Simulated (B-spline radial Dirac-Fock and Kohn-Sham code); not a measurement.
Rubidium (Z = 37). Method: a Dirac–Hartree–Slater potential of the neutral atom, no hole, surface-current nucleus (computed with a radial B-spline solver).

Before looking at the plot, say what to expect. Its caption: Internal conversion coefficients by shell for magnetic multipoles at a transition energy of 200 keV (K and L shells).

The shells shown sum to 0.0224 (M1), 0.132 (M2), 0.730 (M3), 4.06 (M4), 22.9 (M5). The largest bar is K for M1, K for M2, K for M3, K for M4, K for M5.

The result:

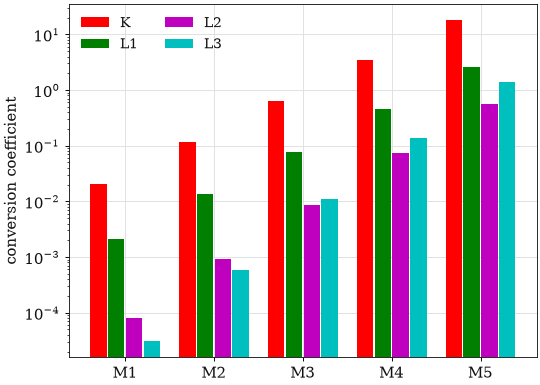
